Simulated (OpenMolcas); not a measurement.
**Excited-state calculation of GeH4O2 (part 3 of 4)**

GeH4O2, SMILES [OH][GeH2][OH]; CASPT2/ANO-RCC-VDZP, DKH2 (OpenMolcas 26.06). The geometry comes from this level: PBE0-D4/def2-TZVP.

Geometry of the input (Å):
```
O  -1.4913  -0.4160  -0.1739
Ge 0.0235  0.3770  0.3053
O  1.3474  -0.7989  0.4006
H  -1.6349  -0.4187  -1.1221
H  0.3634  1.4605  -0.7391
H  -0.1725  0.8631  1.7373
H  1.6256  -1.1352  -0.4538
```

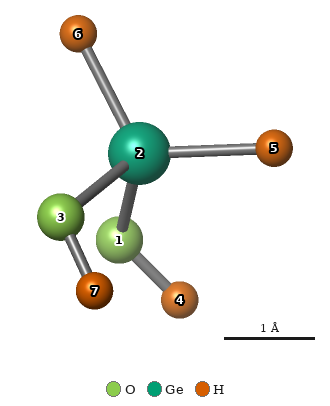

**Figure 1.** The structure as given in the input (ball-and-stick view, seen at an oblique angle; atoms are numbered from 1 in the order of the input). Sticks mark near contacts.

The program's output, continued
```
--------------------------------------------------------------------------------
 H0 matrices have been computed.

********************************************************************************
  CASPT2 EQUATION SOLUTION
--------------------------------------------------------------------------------

  Total nr of CASPT2 parameters:
   Before reduction:      151515
   After  reduction:      145839

 Variance of |WF0>:       1.8044967025

 The contributions to the second order correlation energy in atomic units.
-----------------------------------------------------------------------------------------------------------------------------
  IT.      VJTU        VJTI        ATVX        AIVX        VJAI        BVAT        BJAT        BJAI        TOTAL       RNORM
-----------------------------------------------------------------------------------------------------------------------------
   1    -0.009253   -0.003601   -0.010016   -0.019693   -0.045037   -0.005824   -0.071038   -0.350471   -0.514932    0.001581
   2    -0.009351   -0.003614   -0.010054   -0.019750   -0.045043   -0.005833   -0.071054   -0.350485   -0.515183    0.000157
   3    -0.009352   -0.003618   -0.010054   -0.019749   -0.045045   -0.005833   -0.071055   -0.350487   -0.515193    0.000012
-----------------------------------------------------------------------------------------------------------------------------

  FINAL CASPT2 RESULT:

      Reference energy:       -2248.9578699316
      E2 (Non-variational):      -0.5151913874
      Shift correction:          -0.0035743238
      E2 (Variational):          -0.5187657112
      Total energy:           -2249.4766356427
      Residual norm:              0.0000008702
      Reference weight:           0.83022

      Contributions to the CASPT2 correlation energy
      Active & Virtual Only:         -0.0158866683
      One Inactive Excited:          -0.1001550371
      Two Inactive Excited:          -0.3991496820

++ Denominators, etc.
--------------------------------------------------------------------------------------------------------------
 Report on small energy denominators, large coefficients, and large energy contributions.
CASE  SYMM ACTIVE-MIX  NON-ACTIVE INDICES          DENOMINATOR     RHS VALUE       COEFFICIENT     CONTRIBUTION
VJTU     1  Mu1.0002  In1.017                       1.52922316      0.04955455     -0.03321738     -0.00164607
VJTU     1  Mu1.0001  In1.022                       0.34122547     -0.01902870      0.04069757     -0.00077442
VJTU     1  Mu1.0001  In1.023                       0.27194564      0.03679112     -0.07513288     -0.00276422
VJTU     1  Mu1.0001  In1.024                       0.25576955     -0.00787010      0.01562269     -0.00012295
VJTU     1  Mu1.0001  In1.025                       0.21387297     -0.03744639      0.06925358     -0.00259330
VJTIP    1  Mu1.0001  In1.023 In1.023               0.80881394      0.02116061     -0.02661036     -0.00056309
VJTIP    1  Mu1.0001  In1.025 In1.022               0.82002109     -0.02165572      0.02800253     -0.00060642
ATVX     1  Mu1.0001  Se1.028                       0.19694537     -0.01069749      0.01995648     -0.00021348
ATVX     1  Mu1.0002  Se1.028                       0.56603469     -0.01893132      0.03347725     -0.00063377
ATVX     1  Mu1.0001  Se1.029                       0.21505426      0.00623639     -0.01183664     -0.00007382
ATVX     1  Mu1.0001  Se1.030                       0.27517040      0.01035158     -0.02147713     -0.00022232
ATVX     1  Mu1.0002  Se1.032                       0.68672793     -0.02465783      0.03627744     -0.00089452
ATVX     1  Mu1.0001  Se1.034                       0.50212665     -0.01336746      0.02645860     -0.00035368
ATVX     1  Mu1.0002  Se1.036                       1.03081920     -0.02875338      0.02874887     -0.00082663
ATVX     1  Mu1.0002  Se1.037                       1.05144590      0.03579872     -0.03483520     -0.00124706
ATVX     1  Mu1.0002  Se1.039                       1.10760664      0.02946515     -0.02729654     -0.00080430
AIVX     1  Mu1.0003  In1.023 Se1.032               0.93784022     -0.03107695      0.03274184     -0.00101752
AIVX     1  Mu1.0003  In1.025 Se1.032               0.87976755      0.02800398     -0.03146167     -0.00088105
--

   (Skipping property calculation,
    use PROP keyword to activate)
--

++ CASPT2 computation for group   3

********************************************************************************
 Multi-State initialization phase begins for group   3
--------------------------------------------------------------------------------
********************************************************************************
 Compute H0 matrices for state    3
--------------------------------------------------------------------------------
--------------------------------------------------------------------------------
 H0 matrices have been computed.

********************************************************************************
  CASPT2 EQUATION SOLUTION
--------------------------------------------------------------------------------

  Total nr of CASPT2 parameters:
   Before reduction:      151515
   After  reduction:      120783

 Variance of |WF0>:       1.8119437929

 The contributions to the second order correlation energy in atomic units.
-----------------------------------------------------------------------------------------------------------------------------
  IT.      VJTU        VJTI        ATVX        AIVX        VJAI        BVAT        BJAT        BJAI        TOTAL       RNORM
-----------------------------------------------------------------------------------------------------------------------------
   1    -0.003737   -0.029499   -0.001678   -0.053256   -0.066991   -0.014268   -0.055465   -0.349286   -0.574179    0.001900
   2    -0.003774   -0.029534   -0.001687   -0.053384   -0.067055   -0.014349   -0.055536   -0.349310   -0.574629    0.000174
   3    -0.003774   -0.029533   -0.001688   -0.053390   -0.067054   -0.014350   -0.055536   -0.349315   -0.574640    0.000014
   4    -0.003774   -0.029533   -0.001688   -0.053390   -0.067054   -0.014350   -0.055535   -0.349315   -0.574638    0.000001
-----------------------------------------------------------------------------------------------------------------------------

  FINAL CASPT2 RESULT:

      Reference energy:       -2248.5130999941
      E2 (Non-variational):      -0.5746378489
      Shift correction:          -0.0060813818
      E2 (Variational):          -0.5807192306
      Total energy:           -2249.0938192247
      Residual norm:              0.0000001902
      Reference weight:           0.77499

      Contributions to the CASPT2 correlation energy
      Active & Virtual Only:         -0.0160378625
      One Inactive Excited:          -0.1126986054
      Two Inactive Excited:          -0.4459013810

++ Denominators, etc.
--------------------------------------------------------------------------------------------------------------
 Report on small energy denominators, large coefficients, and large energy contributions.
CASE  SYMM ACTIVE-MIX  NON-ACTIVE INDICES          DENOMINATOR     RHS VALUE       COEFFICIENT     CONTRIBUTION
VJTU     1  Mu1.0001  In1.017                       0.85210328      0.02607113     -0.02771910     -0.00072267
VJTU     1  Mu1.0001  In1.019                       0.24158890     -0.00295231      0.00624475     -0.00001844
VJTU     1  Mu1.0001  In1.020                       0.14508014      0.00415753     -0.00599239     -0.00002491
VJTU     1  Mu1.0001  In1.021                       0.08404586     -0.00234432      0.00106656     -0.00000250
VJTU     1  Mu1.0001  In1.022                       0.00496305     -0.00324995      0.00032875     -0.00000107
VJTU     1  Mu1.0002  In1.022                       0.34908868     -0.01446991      0.02851950     -0.00041267
VJTU     1  Mu1.0001  In1.023                      -0.07353842     -0.00104175     -0.00090391      0.00000094
VJTU     1  Mu1.0002  In1.023                       0.27058720      0.02526473     -0.04849448     -0.00122520
VJTU     1  Mu1.0001  In1.024                      -0.08918985      0.00314340      0.00283332      0.00000891
VJTU     1  Mu1.0002  In1.024                       0.25493578     -0.00873980      0.01661600     -0.00014522
VJTU     1  Mu1.0001  In1.025                      -0.13241082     -0.00469895     -0.00926345      0.00004353
VJTU     1  Mu1.0002  In1.025                       0.21171481     -0.02647596      0.04495826     -0.00119031
VJTIP    1  Mu1.0001  In1.017 In1.017               2.29495842     -0.10333690      0.04425611     -0.00457329
VJTIP    1  Mu1.0001  In1.020 In1.020               0.88091214     -0.02701559      0.03066501     -0.00082843
VJTIP    1  Mu1.0001  In1.022 In1.022               0.60067796     -0.02747398      0.04473631     -0.00122908
VJTIP    1  Mu1.0001  In1.023 In1.023               0.44367501     -0.05309340      0.10533881     -0.00559279
VJTIP    1  Mu1.0001  In1.024 In1.023               0.42802358      0.02676332     -0.05387044     -0.00144175
VJTIP    1  Mu1.0001  In1.025 In1.022               0.46330409     -0.03539395      0.06831428     -0.00241791
VJTIP    1  Mu1.0001  In1.025 In1.023               0.38480261      0.05138547     -0.10668954     -0.00548229
VJTIP    1  Mu1.0001  In1.025 In1.024               0.36915118     -0.01810182      0.03775169     -0.00068337
VJTIP    1  Mu1.0001  In1.025 In1.025               0.32593021     -0.04548483      0.09570665     -0.00435320
ATVX     1  Mu1.0001  Se1.028                      -0.12856492      0.00114961      0.00248110      0.00000285
ATVX     1  Mu1.0002  Se1.028                       0.21556066      0.00817369     -0.01307632     -0.00010688
ATVX     1  Mu1.0001  Se1.029                      -0.11086371      0.00145627      0.00201264      0.00000293
ATVX     1  Mu1.0002  Se1.029                       0.23326187     -0.00456136      0.00865379     -0.00003947
ATVX     1  Mu1.0001  Se1.030                      -0.05204325     -0.00067981     -0.00065934      0.00000045
ATVX     1  Mu1.0002  Se1.030                       0.29208233     -0.00785051      0.01705452     -0.00013389
ATVX     1  Mu1.0001  Se1.031                      -0.02758668     -0.00158449     -0.00064750      0.00000103
ATVX     1  Mu1.0001  Se1.032                      -0.01052764      0.00045226      0.00019774      0.00000009
ATVX     1  Mu1.0001  Se1.033                       0.13864314      0.00029306     -0.00095009     -0.00000028
ATVX     1  Mu1.0001  Se1.034                       0.17245711      0.00006546     -0.00144086     -0.00000009
ATVX     1  Mu1.0001  Se1.035                       0.27339268     -0.00083129      0.00190193     -0.00000158
AIVX     1  Mu1.0003  In1.019 Se1.030               1.13817128     -0.03445463      0.03016616     -0.00103936
AIVX     1  Mu1.0003  In1.019 Se1.031               1.16262785     -0.04210099      0.03622959     -0.00152530
AIVX     1  Mu1.0003  In1.020 Se1.033               1.23234891     -0.05388192      0.04329289     -0.00233270
AIVX     1  Mu1.0003  In1.019 Se1.035               1.46360721     -0.05686287      0.03824247     -0.00217458
AIVX     1  Mu1.0003  In1.020 Se1.035               1.36709845     -0.06555273      0.04733493     -0.00310293
AIVX     1  Mu1.0001  In1.023 Se1.035               0.76977169      0.02655912     -0.03522339     -0.00093550
AIVX     1  Mu1.0002  In1.023 Se1.035               0.85310430     -0.02176685      0.02608319     -0.00056775
AIVX     1  Mu1.0001  In1.025 Se1.035               0.71089929     -0.02339828      0.03330711     -0.00077933
AIVX     1  Mu1.0002  In1.025 Se1.035               0.79423190      0.02131579     -0.02740413     -0.00058414
AIVX     1  Mu1.0003  In1.019 Se1.042               1.80264497     -0.05027658      0.02750233     -0.00138272
VJAIP    1  Mu1.0001  Se1.034 In1.025 In1.022       1.22651110      0.03654734     -0.02963069     -0.00108292
VJAIM    1  Mu1.0001  Se1.031 In1.024 In1.023       0.99118681      0.02573772     -0.02602851     -0.00066991
BVATP    1  Mu1.0001  Se1.029 Se1.029               0.36902368      0.01256069     -0.02732901     -0.00034327
BVATP    1  Mu1.0001  Se1.030 Se1.029               0.42784414      0.01814793     -0.03787029     -0.00068727
BVATP    1  Mu1.0001  Se1.030 Se1.030               0.48666460      0.02623107     -0.05226082     -0.00137086
BVATP    1  Mu1.0001  Se1.031 Se1.029               0.45230071      0.01307403     -0.02637600     -0.00034484
BVATP    1  Mu1.0001  Se1.031 Se1.030               0.51112118      0.02369761     -0.04581449     -0.00108569
BVATP    1  Mu1.0001  Se1.031 Se1.031               0.53557775      0.02611383     -0.04830404     -0.00126140
BVATP    1  Mu1.0001  Se1.035 Se1.035               1.13753646      0.03666435     -0.03229464     -0.00118406
--

   (Skipping property calculation,
    use PROP keyword to activate)
--

  Total CASPT2 energies:

  State-specific CASPT2 energies obtained using
  rotated states do not have a well-defined physical
  meaning, however they can be extracted from the
  diagonal of the effective Hamiltonian.

++ Multi-State CASPT2 section:
********************************************************************************
  MULTI-STATE CASPT2 SECTION
--------------------------------------------------------------------------------

  Output diagonal energies have been shifted. Add    2249.0000000000000

  Effective Hamiltonian matrix (Symmetric):

                1               2               3
   1     -4498.76537354
   2        -0.00099421  -4498.47664026
   3         0.00992394     -0.00276163  -4498.09406364

       Total XDW-CASPT2 energies:
::    XDW-CASPT2 Root  1     Total energy:  -2249.76552336
::    XDW-CASPT2 Root  2     Total energy:  -2249.47665725
::    XDW-CASPT2 Root  3     Total energy:  -2249.09389683

       Eigenvectors:
            0.99988555     -0.00319248      0.01478801
            0.00330001      0.99996825     -0.00725278
           -0.01476439      0.00730075      0.99986435

       In terms of the input states:
            0.99994818     -0.00962213     -0.00332474
            0.00961057      0.99994778     -0.00347514
            0.00335801      0.00344301      0.99998843

--

  THE ORIGINAL CI ARRAYS ARE NOW MIXED AS LINEAR
  COMBINATIONS, GIVEN BY THE EIGENVECTORS.
  A NEW JOBIPH FILE NAMED 'JOBMIX' IS PREPARED.
********************************************************************************

++ Mixed CI coefficients:
  The CI coefficients for the MIXED state nr.   1
--------------------------------------------------------------------------------
 CI COEFFICIENTS LARGER THAN  5.00E-02
  Occupation of active orbitals, and spin coupling
  of open shells. (u,d: Spin up or down).
  SGUGA info is (Midvert:IsyUp:UpperWalk/LowerWalk)
        Conf  SGUGA info        Occupation    Coefficient         Weight
           1  ( 1:1:   1/   1)   20              0.739718       0.547183
           2  ( 2:1:   1/   1)   ud              0.626573       0.392594
           3  ( 3:1:   1/   1)   02              0.245403       0.060223

  The CI coefficients for the MIXED state nr.   2
--------------------------------------------------------------------------------
 CI COEFFICIENTS LARGER THAN  5.00E-02
  Occupation of active orbitals, and spin coupling
  of open shells. (u,d: Spin up or down).
  SGUGA info is (Midvert:IsyUp:UpperWalk/LowerWalk)
        Conf  SGUGA info        Occupation    Coefficient         Weight
           1  ( 1:1:   1/   1)   20             -0.616433       0.379989
           2  ( 2:1:   1/   1)   ud              0.484706       0.234940
           3  ( 3:1:   1/   1)   02              0.620541       0.385071

  The CI coefficients for the MIXED state nr.   3
--------------------------------------------------------------------------------
 CI COEFFICIENTS LARGER THAN  5.00E-02
  Occupation of active orbitals, and spin coupling
  of open shells. (u,d: Spin up or down).
  SGUGA info is (Midvert:IsyUp:UpperWalk/LowerWalk)
        Conf  SGUGA info        Occupation    Coefficient         Weight
           1  ( 1:1:   1/   1)   20              0.269866       0.072828
           2  ( 2:1:   1/   1)   ud             -0.610300       0.372466
           3  ( 3:1:   1/   1)   02              0.744786       0.554707

--

--- Stop Module: caspt2 /rc=_RC_ALL_IS_WELL_ ---
--- Module caspt2 spent 2 seconds ---

--- Start Module: rassi ---

                                               &RASSI

                       available to each process: 1.9 GB of memory, 1 thread

      ********************************************************************************
      *                             General data section                             *
      ********************************************************************************

   Specific data for JOBIPH file JOBMIX
   -------------------------------------

   Header from SEWARD:

   CASSCF title (first line only):
       (No title given)
```
